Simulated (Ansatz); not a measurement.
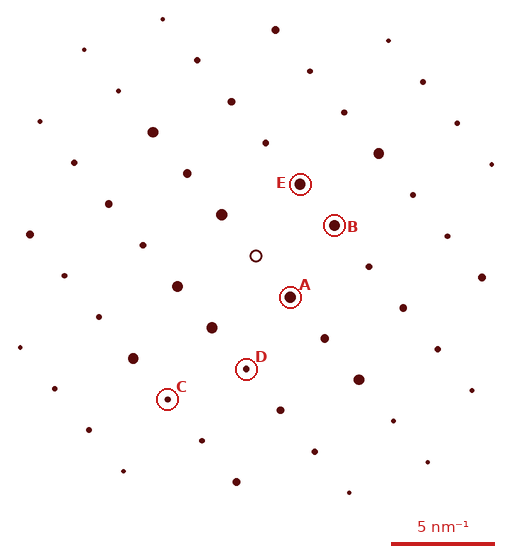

The pattern is a kinematic simulation for 80 kV electrons (no multiple scattering; isotropic B = 0.8 Å²). The zone axis points towards the electron source and the pattern is seen from the source side.

Crystal: NaLiB₂, space group P-6m2 (No. 187), a = 4.41 Å, c = 3.16 Å (hexagonal axes). Structure: the end point of a relaxation with DFT PBE, scalar-relativistic, plane waves, PAW (Ansatz 0.2.0); the starting structure was generated, so it need not be a known form of this composition.

```tsv
atom	site	symmetry	x	y	z
Na	1d	-6m2	0.3333	0.6667	0.5000
Li	1a	-6m2	0.0000	0.0000	0.0000
B	1e	-6m2	0.6667	0.3333	0.0000
B	1f	-6m2	0.6667	0.3333	0.5000
```

Spot A is indexed 0 -1 0 and spot B 1 -1 -1.

Index the other marked spots.

Answer. C = 2A − 2B = -2 0 2 (d = 1.216 Å). D = 2A − B = -1 -1 1 (d = 1.807 Å). E = −A + B = 1 0 -1 (d = 2.433 Å).

Find the zone axis.

Answer. The cross product of A and B is parallel to [101]; every spot obeys hu + kv + lw = 0.

What are the spacings of A and B and the angle between them?

Answer. d(A) = 3.818 Å, d(B) = 2.433 Å, and the angle is 71.4°.
